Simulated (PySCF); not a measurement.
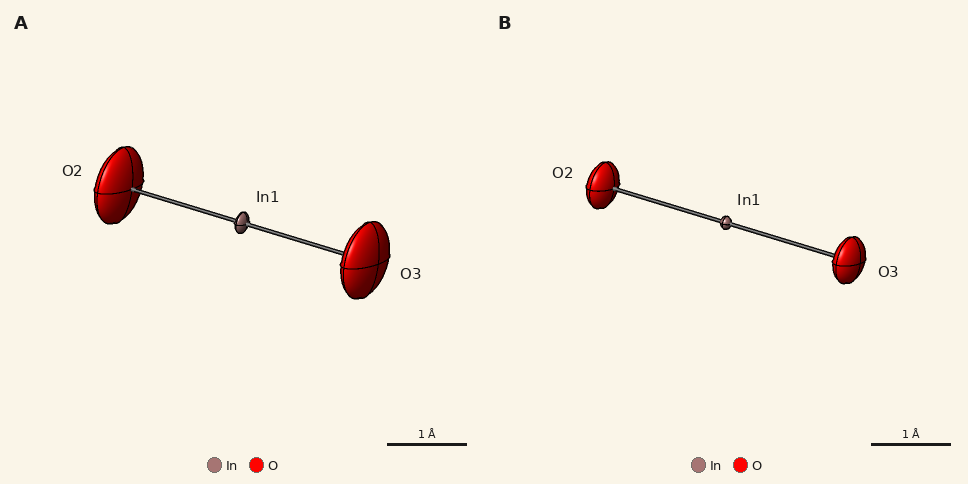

Displacement ellipsoids at the 50 % level, scaled by 3, from the internal vibrations of the free molecule (harmonic, no overall translation or rotation; no half-axis is drawn under 0.075 Å). Charge −1, singlet. Vibrations computed with RKS-based PBE0, In def2-TZVPD with ECP28, O def2-TZVPD; scalar-relativistic core potentials; density fitting (PySCF 2.14.0). One panel is for 200 K, the other for 600 K.

Question: Which panel is for 600 K?

Answer: A.

Question: How much does the mean-square displacement of O2 grow, and why?

Answer: U_eq goes from 0.0034 to 0.0086 Å², a factor of 2.5. Modes below kT (417 cm⁻¹ at 600 K) grow about in proportion to T, and the lowest lies at 171 cm⁻¹; the mean-square amplitude of a mode is its zero-point value times coth(ħω/2kT), which comes close to 1 only above about 3kT.
